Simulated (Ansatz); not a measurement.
Profile along the N–V line in VN (rock salt)

VN (rock salt), conventional cell a = b = c = 4.117 Å, α = β = γ = 90.00°. The calculation uses the primitive cell of 2 atoms, to which meshes and values per cell refer.

Fields along a shortest N–V line of a {100} plane (2.06 Å), from N to V, interpolated on the slice's grid (step about 0.1 Å). Method: PBE (plane waves to 420 eV, PAW, scalar-relativistic; Ansatz, an electronic-structure program). k mesh 19×19×19. Near the nuclei the fields are pseudised (PAW); where an atom keeps semicore shells as valence, they peak there. VN is run without spin polarisation. VN was relaxed with its symmetry unable to fall.

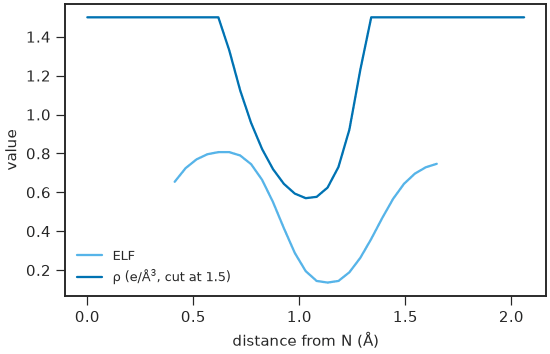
Fig. 1. ELF (away from the nuclei) and valence density from N to V.

Density on the N–V line (2.06 Å) at its midpoint: 0.57 e/Å³. ELF at that point: 0.19.
